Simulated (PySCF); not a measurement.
```xyz
17

F    -0.0737   -2.1103   -1.3600
C    -0.0931   -0.8673   -0.7063
Si    1.7495   -0.5834   -0.1983
C     2.0365    1.1609    0.5151
Cl    3.7949    1.3117    0.7932
Si   -1.4754   -1.0185    0.6099
C    -2.2890    0.7287    0.8645
Cl   -1.1549    1.8769    1.5962
Cl   -3.6860    0.5596    1.9442
Cl   -2.8439    1.3957   -0.6834
H    -0.3877   -0.1565   -1.4859
H     2.0856   -1.5853    0.8140
H     2.5475   -0.7355   -1.4159
H     1.5578    1.3308    1.4755
H     1.7573    1.9692   -0.1568
H    -2.5543   -1.8620    0.1050
H    -0.9781   -1.4026    1.9285
```

Geometry: GFN2-xTB.

Level of theory: PBE0/pcSseg-1, SCF density, gas phase, non-relativistic (PySCF).

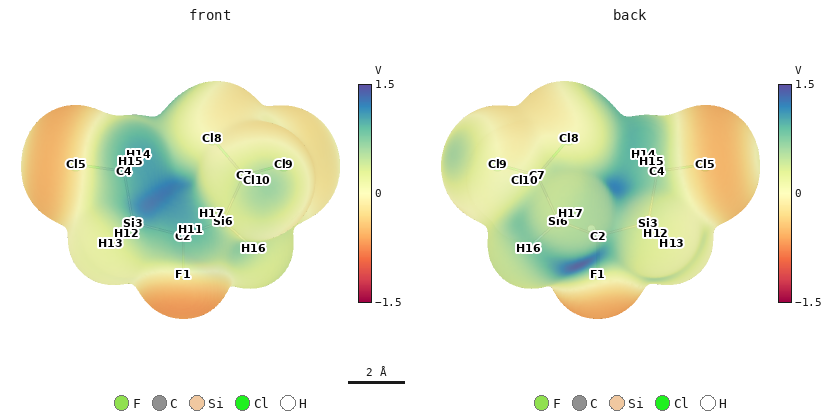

C3H7Cl4FSi2 (SMILES F[C@H]([SiH2]CCl)[SiH2]C(Cl)(Cl)Cl). The electrostatic potential painted on the density surface at 0.001 e/bohr³, seen from the front and from behind; the colour scale runs from red (negative) to blue (positive).

Question: Describe the electrostatic potential map.

Answer: The most negative region (about −0.7 V) lies over F1, the most positive (about +1.3 V) over C2, Si3 and Si6. Cl8 shows a σ-hole: about +0.8 V at the tip opposite its bond, against about +0.1 V on its flanks. Cl9 shows a σ-hole: about +0.6 V at the tip opposite its bond, against about −0.1 V on its flanks. Cl10 shows a σ-hole: about +0.7 V at the tip opposite its bond, against about +0.1 V on its flanks.
